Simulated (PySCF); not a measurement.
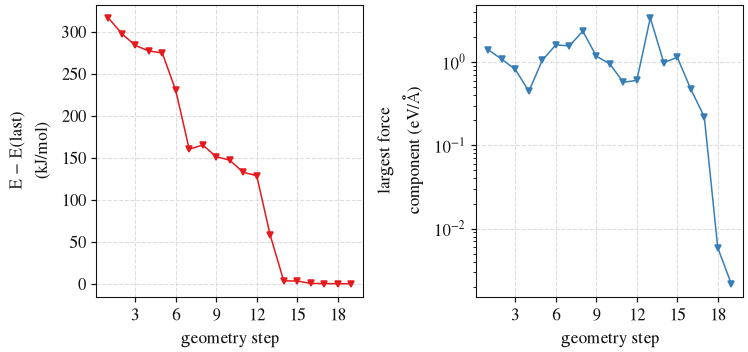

History of a geometry optimisation. The start has point group Cs, which is kept, and the end C2v. A held symmetry can leave a saddle point.

- system: MoSe2 molecule, multiplicity 3
- method: UKS-based PBE0, Mo def2-SVP with ECP28, Se def2-SVP; non-relativistic Hamiltonian with scalar-relativistic core potentials; density fitting (PySCF 2.14.0)

Q: How did it end, and what did it gain?

A: The optimisation met its thresholds at geometry 19, counting the start as the first. The energy fell by about 320 kJ/mol from the first step to the last, with a rise at step 8. The largest force component goes from about 1.4 eV/Å at the start to 2.2 × 10⁻³ eV/Å at the end, with a peak of 3.4 eV/Å at step 13.

Q: By which step was nine tenths of the energy gained?

A: By step 14 of 19.
